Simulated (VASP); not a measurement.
Band structure of CsI (CsCl type). All values below come from r2SCAN meta-GGA, VASP's PBE PAW potentials (set 64) (plane waves; VASP 6.6.1).

Unless said otherwise, spin-orbit coupling is left out, though it shifts the bands of the heavy elements here.

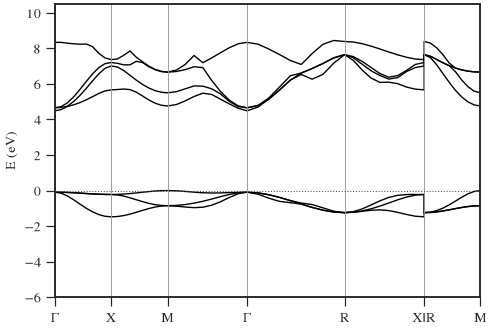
Figure: Bands along high-symmetry lines, zero at the valence-band maximum or, without a gap, the Fermi level

Problem. Read the plot: is there a gap, and where are the band edges?

Solution. The gap is indirect, 4.49 eV, from the valence maximum at M to the conduction minimum at Γ.

Measured: gap 6.20 eV (computed value off by -1.71 eV), as given by Aguado et al., (1998), arXiv:cond-mat/9809176.

The compound is CsI in the CsCl type structure. It was relaxed first.
